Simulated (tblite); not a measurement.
Run report: C6H9FOSi, geometry relaxation (part 1 of 2)

The run: geometry relaxation of C6H9FOSi. Method and program: GFN2-xTB geometry optimisation, gas phase (tblite 0.8.0).

It belongs to a series of runs on one base structure; here: constitutional isomer.

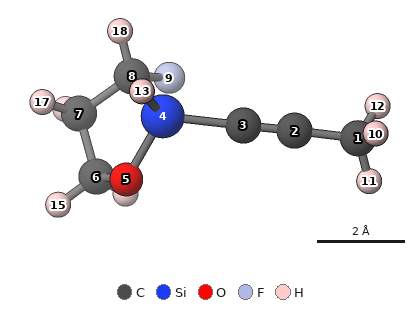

*The starting structure (ball-and-stick view, seen at a tilt; atoms are numbered from 1 in the order of the input).*

### Key numbers

- outcome: converged
- total energy: −760.4200 eV
- hardware: 1 CPU thread, shared host
- wall time: 0.97 s
- peak memory: 0.18 GiB

### The input
```
{"job": {"kind": "relax", "xc": "GFN2-xTB", "basis": "xTB"}, "charge": 0, "multiplicity": 1}
C      4.062200    -0.077400    -0.368400
C      2.627100     0.272000    -0.322900
C      1.473300     0.541700    -0.261500
Si    -0.350100     0.982700    -0.190700
O     -1.009500     0.840300     1.377200
C     -1.962500    -0.245500     1.398900
C     -2.624800    -0.377800     0.016600
C     -1.497000    -0.259100    -1.014500
F     -0.883500    -1.478000    -1.125000
H      4.658600     0.818200    -0.527300
H      4.374800    -0.541200     0.566800
H      4.250100    -0.779600    -1.180900
H     -0.620300     2.349700    -0.673500
H     -1.425400    -1.166600     1.677900
H     -2.707000    -0.024900     2.176600
H     -3.170600    -1.326400    -0.051900
H     -3.338500     0.445500    -0.110900
H     -1.865400     0.032600    -2.004900
```

The first line tells a small driver script what to run in tblite; the rest is the geometry in Å.

Command:
```bash
OMP_NUM_THREADS=1 python <driver script> task.json out
```

### Output
```
step      E/eV     max force
  0    -760.20573    3.144
  1    -760.14094    6.392
  2    -760.36608    0.813
  3    -760.38114    0.278
  4    -760.38833    0.298
  5    -760.39519    0.178
  6    -760.39895    0.176
  7    -760.40317    0.158
  8    -760.40646    0.175
  9    -760.40918    0.150
 10    -760.41065    0.081
 11    -760.41152    0.070
 12    -760.41225    0.066
 13    -760.41295    0.070
 14    -760.41344    0.042
 15    -760.41375    0.038
 16    -760.41402    0.043
 17    -760.41430    0.052
 18    -760.41453    0.039
 19    -760.41470    0.035
 20    -760.41485    0.031
 21    -760.41502    0.044
 22    -760.41518    0.039
 23    -760.41530    0.030
 24    -760.41539    0.030
 25    -760.41549    0.030
 26    -760.41562    0.040
 27    -760.41579    0.037
 28    -760.41595    0.031
 29    -760.41610    0.033
 30    -760.41625    0.037
 31    -760.41643    0.040
 32    -760.41661    0.029
 33    -760.41676    0.026
 34    -760.41689    0.031
 35    -760.41701    0.027
 36    -760.41715    0.029
 37    -760.41728    0.031
 38    -760.41739    0.027
 39    -760.41748    0.027
 40    -760.41757    0.030
 41    -760.41767    0.031
 42    -760.41781    0.032
 43    -760.41796    0.042
 44    -760.41812    0.041
 45    -760.41828    0.034
 46    -760.41846    0.037
 47    -760.41861    0.026
 48    -760.41871    0.028
 49    -760.41877    0.023
 50    -760.41883    0.020
 51    -760.41889    0.021
 52    -760.41897    0.025
 53    -760.41907    0.029
 54    -760.41917    0.026
 55    -760.41926    0.023
 56    -760.41932    0.017
 57    -760.41937    0.015
 58    -760.41941    0.014
 59    -760.41945    0.015
 60    -760.41949    0.014
 61    -760.41952    0.015
 62    -760.41956    0.017
 63    -760.41962    0.019
 64    -760.41967    0.017
 65    -760.41972    0.015
 66    -760.41975    0.015
 67    -760.41978    0.011
 68    -760.41980    0.011
 69    -760.41983    0.013
 70    -760.41985    0.013
 71    -760.41988    0.012
 72    -760.41991    0.013
 73    -760.41994    0.013
 74    -760.41996    0.010
 75    -760.41997    0.009
```

### Trajectory as extended XYZ (Å, eV, eV/Å), 27 of the 76 frames kept, from step=0 to step=75
```
18
Properties=species:S:1:pos:R:3:forces:R:3 step=0 energy=-760.20573
C     4.0622   -0.0774   -0.3684   -0.8230   0.1590  -0.0120
C     2.6271    0.2720   -0.3229    3.0450  -0.7810  -0.0570
C     1.4733    0.5417   -0.2615   -2.8510   0.5780   0.1230
Si   -0.3501    0.9827   -0.1907    0.8960   0.9200   1.5670
O    -1.0095    0.8403    1.3772   -0.1650  -0.8150  -1.6330
C    -1.9625   -0.2455    1.3989    0.3170   0.4890   0.1500
C    -2.6248   -0.3778    0.0166   -0.0040   0.0330   0.2750
C    -1.4970   -0.2591   -1.0145   -0.8080   0.1180   0.1680
F    -0.8835   -1.4780   -1.1250    0.2030  -0.5980  -0.3310
H     4.6586    0.8182   -0.5273   -0.0540   0.0590  -0.0270
H     4.3748   -0.5412    0.5668   -0.1440   0.0350   0.0140
H     4.2501   -0.7796   -1.1809   -0.0920   0.0570   0.0050
H    -0.6203    2.3497   -0.6735    0.0540  -0.2210   0.1250
H    -1.4254   -1.1666    1.6779   -0.1460   0.2040  -0.1530
H    -2.7070   -0.0249    2.1766    0.2040   0.0320  -0.1220
H    -3.1706   -1.3264   -0.0519    0.1760   0.1360  -0.0790
H    -3.3385    0.4455   -0.1109    0.1970  -0.1180  -0.0610
H    -1.8654    0.0326   -2.0049   -0.0050  -0.2870   0.0480
18
Properties=species:S:1:pos:R:3:forces:R:3 step=3 energy=-760.38114
C     4.0490   -0.0748   -0.3690   -0.0990   0.0260  -0.0050
C     2.6370    0.2673   -0.3198    0.2480  -0.0940   0.0550
C     1.4630    0.5412   -0.2604   -0.2650   0.0340   0.0780
Si   -0.3295    1.0078   -0.1501    0.2150   0.0460  -0.0050
O    -1.0139    0.8175    1.3325   -0.0110  -0.1000  -0.1040
C    -1.9554   -0.2352    1.3989   -0.0690  -0.0480  -0.0990
C    -2.6253   -0.3782    0.0258    0.0190  -0.0190   0.0360
C    -1.5113   -0.2558   -1.0054    0.1690   0.0300   0.0990
F    -0.8810   -1.4916   -1.1363   -0.0880   0.0080  -0.1410
H     4.6554    0.8192   -0.5281   -0.1190  -0.0030  -0.0130
H     4.3689   -0.5395    0.5664   -0.1460   0.0470  -0.0240
H     4.2464   -0.7774   -1.1806   -0.1040   0.0530   0.0080
H    -0.6183    2.3444   -0.6682    0.0500   0.0230   0.1160
H    -1.4304   -1.1594    1.6725   -0.0450   0.0520  -0.0740
H    -2.6990   -0.0210    2.1738    0.1610   0.1580   0.0010
H    -3.1648   -1.3227   -0.0539    0.0590  -0.0190  -0.0130
H    -3.3324    0.4425   -0.1129    0.0650  -0.0030  -0.0230
H    -1.8670    0.0218   -2.0034   -0.0420  -0.1900   0.1090
18
Properties=species:S:1:pos:R:3:forces:R:3 step=6 energy=-760.39895
C     4.0408   -0.0730   -0.3696    0.0160  -0.0140   0.0040
C     2.6364    0.2638   -0.3127   -0.0340   0.0030   0.0150
C     1.4623    0.5380   -0.2528    0.0150  -0.0170   0.0580
Si   -0.3143    1.0132   -0.1477   -0.1430  -0.0740  -0.0710
O    -1.0130    0.8079    1.3204    0.0920   0.0700   0.0940
C    -1.9588   -0.2368    1.3913    0.0730   0.0540   0.0520
C    -2.6223   -0.3797    0.0264    0.0410   0.0050  -0.0730
C    -1.4986   -0.2542   -0.9973   -0.0410  -0.0770  -0.0800
F    -0.8878   -1.4940   -1.1513    0.0480  -0.0650  -0.0170
H     4.6428    0.8207   -0.5298   -0.0560   0.0550  -0.0130
H     4.3535   -0.5353    0.5656   -0.0440  -0.0110   0.0460
H     4.2348   -0.7727   -1.1812   -0.0680  -0.0110  -0.0400
H    -0.6123    2.3481   -0.6549    0.0510   0.0760   0.0790
H    -1.4351   -1.1565    1.6646   -0.0040  -0.0880  -0.0130
H    -2.6827   -0.0030    2.1748    0.0280   0.1020   0.0320
H    -3.1578   -1.3251   -0.0563    0.0370  -0.0280  -0.0390
H    -3.3252    0.4422   -0.1161    0.0210   0.0100  -0.0440
H    -1.8717    0.0027   -1.9916   -0.0330   0.0080   0.0110
18
Properties=species:S:1:pos:R:3:forces:R:3 step=9 energy=-760.40918
C     4.0351   -0.0729   -0.3692   -0.0430   0.0060   0.0130
C     2.6322    0.2612   -0.3057   -0.1090   0.0270  -0.0100
C     1.4587    0.5343   -0.2390   -0.0190  -0.0120   0.0030
Si   -0.3188    1.0087   -0.1554    0.0110   0.0380   0.0260
O    -0.9996    0.8083    1.3228    0.0400  -0.0480  -0.0450
C    -1.9516   -0.2317    1.3919    0.0380   0.0120   0.0180
C    -2.6149   -0.3809    0.0221    0.0090  -0.0130   0.0950
C    -1.4935   -0.2646   -1.0012   -0.0410  -0.0330  -0.0330
F    -0.8859   -1.5047   -1.1644    0.0440  -0.0300   0.0260
H     4.6255    0.8286   -0.5326   -0.0110  -0.0120   0.0080
H     4.3371   -0.5338    0.5707    0.0480  -0.0110  -0.0140
H     4.2168   -0.7704   -1.1864   -0.0090   0.0000   0.0170
H    -0.6003    2.3606   -0.6332    0.0280  -0.0020   0.0450
H    -1.4400   -1.1640    1.6574   -0.0180   0.0390   0.0420
H    -2.6660    0.0238    2.1788    0.0030  -0.0120  -0.0220
H    -3.1468   -1.3296   -0.0631    0.0220   0.0260   0.0140
H    -3.3162    0.4426   -0.1256    0.0290  -0.0300  -0.0450
H    -1.8807   -0.0092   -1.9860   -0.0240   0.0560  -0.1370
18
Properties=species:S:1:pos:R:3:forces:R:3 step=12 energy=-760.41225
C     4.0289   -0.0724   -0.3678   -0.0230   0.0010   0.0040
C     2.6254    0.2619   -0.3050    0.0290  -0.0160   0.0050
C     1.4526    0.5327   -0.2350   -0.0330  -0.0040  -0.0180
Si   -0.3212    1.0093   -0.1577   -0.0100  -0.0080  -0.0340
O    -0.9913    0.8046    1.3215    0.0150  -0.0260   0.0050
C    -1.9465   -0.2292    1.3938   -0.0190  -0.0150  -0.0220
C    -2.6109   -0.3822    0.0257    0.0180  -0.0040  -0.0630
C    -1.4958   -0.2690   -1.0072    0.0230   0.0500  -0.0160
F    -0.8817   -1.5089   -1.1652   -0.0170   0.0550  -0.0010
H     4.6193    0.8294   -0.5324   -0.0190  -0.0160   0.0090
H     4.3374   -0.5344    0.5702    0.0130   0.0040  -0.0250
H     4.2106   -0.7696   -1.1858   -0.0150   0.0080   0.0210
H    -0.5941    2.3649   -0.6227    0.0050   0.0240   0.0180
H    -1.4421   -1.1633    1.6611    0.0150   0.0100   0.0590
H    -2.6616    0.0302    2.1782   -0.0060  -0.0020  -0.0070
H    -3.1422   -1.3294   -0.0624   -0.0060  -0.0170   0.0480
H    -3.3110    0.4398   -0.1323    0.0070  -0.0080   0.0000
H    -1.8844   -0.0082   -1.9954    0.0230  -0.0360   0.0180
18
Properties=species:S:1:pos:R:3:forces:R:3 step=14 energy=-760.41344
C     4.0239   -0.0720   -0.3668    0.0260  -0.0100  -0.0020
C     2.6217    0.2615   -0.3041    0.0100  -0.0160   0.0180
C     1.4487    0.5311   -0.2348    0.0130  -0.0110  -0.0300
Si   -0.3223    1.0099   -0.1607   -0.0230   0.0050  -0.0080
O    -0.9862    0.7999    1.3201    0.0050   0.0050   0.0110
C    -1.9455   -0.2293    1.3928    0.0050  -0.0050  -0.0050
C    -2.6079   -0.3833    0.0239   -0.0050  -0.0020  -0.0380
C    -1.4950   -0.2673   -1.0109   -0.0010   0.0120   0.0020
F    -0.8808   -1.5066   -1.1656    0.0160   0.0310  -0.0170
H     4.6147    0.8283   -0.5316   -0.0090   0.0210  -0.0020
H     4.3389   -0.5344    0.5678   -0.0070  -0.0060   0.0150
H     4.2065   -0.7686   -1.1837   -0.0160  -0.0140  -0.0170
H    -0.5907    2.3687   -0.6160   -0.0060   0.0350   0.0040
H    -1.4421   -1.1614    1.6679    0.0090  -0.0190   0.0340
H    -2.6599    0.0328    2.1769   -0.0190   0.0100  -0.0180
H    -3.1403   -1.3303   -0.0581    0.0020  -0.0230   0.0170
H    -3.3078    0.4376   -0.1357   -0.0170   0.0120   0.0110
H    -1.8846   -0.0103   -1.9998    0.0180  -0.0270   0.0260
18
Properties=species:S:1:pos:R:3:forces:R:3 step=17 energy=-760.41430
C     4.0229   -0.0729   -0.3662    0.0000  -0.0050   0.0020
C     2.6202    0.2592   -0.3012   -0.0070  -0.0070   0.0060
C     1.4468    0.5288   -0.2384    0.0050  -0.0010  -0.0260
Si   -0.3241    1.0119   -0.1632    0.0240   0.0240   0.0150
O    -0.9824    0.7970    1.3198   -0.0080   0.0040  -0.0080
C    -1.9441   -0.2302    1.3918    0.0030   0.0010   0.0110
C    -2.6066   -0.3845    0.0210   -0.0040  -0.0080   0.0510
C    -1.4946   -0.2655   -1.0127   -0.0050  -0.0150   0.0100
F    -0.8772   -1.5021   -1.1683    0.0410  -0.0080  -0.0050
H     4.6104    0.8300   -0.5314   -0.0030   0.0000  -0.0050
H     4.3389   -0.5352    0.5682    0.0010  -0.0050   0.0070
H     4.2016   -0.7694   -1.1845    0.0000  -0.0030  -0.0070
H    -0.5890    2.3754   -0.6105   -0.0070   0.0080   0.0060
H    -1.4420   -1.1617    1.6758   -0.0180   0.0060  -0.0070
H    -2.6607    0.0361    2.1732   -0.0130   0.0070  -0.0230
H    -3.1381   -1.3333   -0.0538    0.0100   0.0010  -0.0160
H    -3.3074    0.4370   -0.1368   -0.0060  -0.0150   0.0130
H    -1.8834   -0.0143   -2.0011   -0.0130   0.0160  -0.0240
18
Properties=species:S:1:pos:R:3:forces:R:3 step=20 energy=-760.41485
C     4.0225   -0.0744   -0.3657   -0.0130  -0.0030   0.0020
C     2.6194    0.2564   -0.2988    0.0010  -0.0030  -0.0100
C     1.4458    0.5274   -0.2449   -0.0070   0.0100  -0.0080
Si   -0.3238    1.0156   -0.1636   -0.0060  -0.0100  -0.0060
O    -0.9809    0.7961    1.3193   -0.0040   0.0100   0.0030
C    -1.9431   -0.2303    1.3925   -0.0100   0.0100   0.0000
C    -2.6058   -0.3864    0.0229    0.0200  -0.0090  -0.0210
C    -1.4948   -0.2651   -1.0132    0.0170   0.0110  -0.0040
F    -0.8697   -1.4988   -1.1701    0.0080   0.0130   0.0080
H     4.6072    0.8307   -0.5318   -0.0040  -0.0210  -0.0010
H     4.3395   -0.5365    0.5689    0.0040   0.0000  -0.0110
H     4.1988   -0.7704   -1.1855    0.0090   0.0060   0.0110
H    -0.5890    2.3810   -0.6064   -0.0040  -0.0070   0.0090
H    -1.4436   -1.1615    1.6810   -0.0090   0.0050  -0.0090
H    -2.6639    0.0390    2.1681   -0.0080   0.0140   0.0120
H    -3.1358   -1.3357   -0.0524    0.0070  -0.0060  -0.0120
H    -3.3081    0.4344   -0.1352    0.0060  -0.0270   0.0130
H    -1.8835   -0.0151   -2.0036   -0.0080   0.0060   0.0230
18
Properties=species:S:1:pos:R:3:forces:R:3 step=23 energy=-760.41530
C     4.0202   -0.0763   -0.3650    0.0060  -0.0040  -0.0050
C     2.6175    0.2538   -0.2983   -0.0100   0.0030  -0.0140
C     1.4445    0.5278   -0.2516   -0.0020   0.0080   0.0080
Si   -0.3238    1.0178   -0.1641   -0.0180  -0.0010   0.0050
O    -0.9805    0.7967    1.3190   -0.0050   0.0020   0.0050
C    -1.9436   -0.2287    1.3932   -0.0030   0.0010  -0.0050
C    -2.6023   -0.3895    0.0227   -0.0050   0.0000  -0.0170
C    -1.4923   -0.2636   -1.0138   -0.0010   0.0080   0.0050
F    -0.8614   -1.4944   -1.1707   -0.0030   0.0120  -0.0010
H     4.6039    0.8284   -0.5325    0.0070   0.0050   0.0010
H     4.3404   -0.5378    0.5683   -0.0030  -0.0070   0.0050
H     4.1978   -0.7706   -1.1851    0.0060  -0.0160  -0.0050
H    -0.5897    2.3847   -0.6010   -0.0030  -0.0040   0.0040
H    -1.4470   -1.1604    1.6838    0.0060   0.0030   0.0140
H    -2.6674    0.0440    2.1654    0.0080   0.0050   0.0070
H    -3.1319   -1.3389   -0.0537    0.0220  -0.0190  -0.0060
H    -3.3080    0.4278   -0.1322   -0.0070   0.0030  -0.0180
H    -1.8853   -0.0146   -2.0026    0.0050   0.0000   0.0170
18
Properties=species:S:1:pos:R:3:forces:R:3 step=26 energy=-760.41562
C     4.0191   -0.0781   -0.3655   -0.0040  -0.0010  -0.0070
C     2.6155    0.2523   -0.3004    0.0090  -0.0010  -0.0080
C     1.4430    0.5296   -0.2544    0.0070   0.0020   0.0120
Si   -0.3257    1.0193   -0.1635    0.0260   0.0150   0.0130
O    -0.9813    0.7976    1.3196   -0.0070  -0.0020   0.0000
C    -1.9445   -0.2277    1.3932   -0.0010  -0.0050   0.0100
C    -2.6009   -0.3916    0.0210   -0.0120  -0.0010   0.0380
C    -1.4906   -0.2616   -1.0132   -0.0090  -0.0060   0.0050
F    -0.8564   -1.4899   -1.1713    0.0050  -0.0100  -0.0040
H     4.6026    0.8272   -0.5328   -0.0010  -0.0070   0.0010
H     4.3400   -0.5395    0.5682   -0.0170   0.0020  -0.0070
H     4.1983   -0.7731   -1.1853    0.0000  -0.0050   0.0030
H    -0.5908    2.3865   -0.5968   -0.0080   0.0110  -0.0030
H    -1.4483   -1.1587    1.6876    0.0010   0.0100   0.0080
H    -2.6683    0.0483    2.1646    0.0020  -0.0060  -0.0050
H    -3.1255   -1.3440   -0.0559    0.0180  -0.0060  -0.0040
H    -3.3091    0.4236   -0.1334   -0.0110  -0.0060  -0.0240
H    -1.8859   -0.0138   -2.0000    0.0020   0.0140  -0.0290
18
Properties=species:S:1:pos:R:3:forces:R:3 step=29 energy=-760.41610
C     4.0168   -0.0817   -0.3675   -0.0010  -0.0020  -0.0050
C     2.6131    0.2499   -0.3056    0.0140   0.0010   0.0030
C     1.4421    0.5331   -0.2575    0.0110  -0.0010   0.0170
Si   -0.3262    1.0240   -0.1606    0.0110   0.0040  -0.0050
O    -0.9834    0.7991    1.3210    0.0080   0.0100   0.0040
C    -1.9462   -0.2263    1.3947    0.0010   0.0090   0.0070
C    -2.5996   -0.3953    0.0218    0.0180  -0.0040  -0.0120
C    -1.4893   -0.2583   -1.0121    0.0130   0.0070  -0.0110
F    -0.8475   -1.4829   -1.1724   -0.0130  -0.0040  -0.0040
H     4.6008    0.8238   -0.5331   -0.0010  -0.0120  -0.0060
H     4.3369   -0.5423    0.5670   -0.0270   0.0050  -0.0030
H     4.1993   -0.7785   -1.1852   -0.0060   0.0050  -0.0020
H    -0.5941    2.3916   -0.5903   -0.0040   0.0150  -0.0040
H    -1.4500   -1.1546    1.6963    0.0000  -0.0030  -0.0020
H    -2.6706    0.0541    2.1630   -0.0220  -0.0080   0.0080
H    -3.1118   -1.3539   -0.0596   -0.0080   0.0060   0.0160
H    -3.3131    0.4148   -0.1392   -0.0070  -0.0320   0.0030
H    -1.8859   -0.0103   -1.9991    0.0120   0.0040  -0.0050
18
Properties=species:S:1:pos:R:3:forces:R:3 step=32 energy=-760.41661
C     4.0147   -0.0856   -0.3705    0.0050  -0.0030   0.0010
C     2.6126    0.2481   -0.3103   -0.0200   0.0140   0.0020
C     1.4432    0.5365   -0.2568   -0.0130   0.0070   0.0150
Si   -0.3246    1.0298   -0.1580   -0.0290   0.0000  -0.0020
O    -0.9845    0.8023    1.3228    0.0010   0.0050  -0.0010
C    -1.9476   -0.2234    1.3972    0.0040   0.0080  -0.0160
C    -2.5957   -0.3995    0.0217    0.0100  -0.0010  -0.0220
C    -1.4858   -0.2542   -1.0122    0.0120   0.0010   0.0000
F    -0.8410   -1.4771   -1.1746   -0.0040   0.0020  -0.0120
H     4.5993    0.8188   -0.5347    0.0170   0.0060  -0.0120
H     4.3287   -0.5445    0.5658   -0.0020  -0.0120   0.0190
H     4.1993   -0.7834   -1.1858   -0.0070  -0.0080  -0.0180
H    -0.5981    2.3987   -0.5849    0.0100  -0.0110   0.0020
H    -1.4517   -1.1506    1.7041   -0.0020   0.0070  -0.0050
H    -2.6762    0.0580    2.1623   -0.0010  -0.0050  -0.0130
H    -3.0993   -1.3628   -0.0605    0.0020  -0.0010   0.0210
H    -3.3186    0.4007   -0.1445   -0.0040  -0.0100   0.0190
H    -1.8834   -0.0057   -1.9995    0.0190   0.0010   0.0190
18
Properties=species:S:1:pos:R:3:forces:R:3 step=35 energy=-760.41701
C     4.0127   -0.0891   -0.3728   -0.0150   0.0040   0.0030
C     2.6104    0.2484   -0.3138    0.0010   0.0110   0.0030
C     1.4420    0.5405   -0.2542   -0.0050   0.0070   0.0060
Si   -0.3260    1.0346   -0.1560    0.0080  -0.0020   0.0090
O    -0.9856    0.8056    1.3244   -0.0150   0.0030   0.0000
C    -1.9483   -0.2202    1.3974    0.0000  -0.0080  -0.0040
C    -2.5914   -0.4033    0.0199   -0.0140  -0.0030   0.0230
C    -1.4815   -0.2512   -1.0121   -0.0100  -0.0150   0.0070
F    -0.8354   -1.4724   -1.1783    0.0170  -0.0070  -0.0110
H     4.5998    0.8146   -0.5374    0.0040  -0.0180  -0.0010
H     4.3213   -0.5476    0.5665    0.0050  -0.0020  -0.0140
H     4.1978   -0.7881   -1.1881   -0.0160   0.0070   0.0100
H    -0.5999    2.4038   -0.5798    0.0080  -0.0030  -0.0050
H    -1.4533   -1.1461    1.7099    0.0060   0.0070  -0.0070
H    -2.6807    0.0611    2.1595    0.0060   0.0030  -0.0240
H    -3.0880   -1.3705   -0.0585    0.0130  -0.0090   0.0080
H    -3.3236    0.3878   -0.1468    0.0010   0.0150   0.0070
H    -1.8791   -0.0015   -1.9981    0.0060   0.0120  -0.0100
```
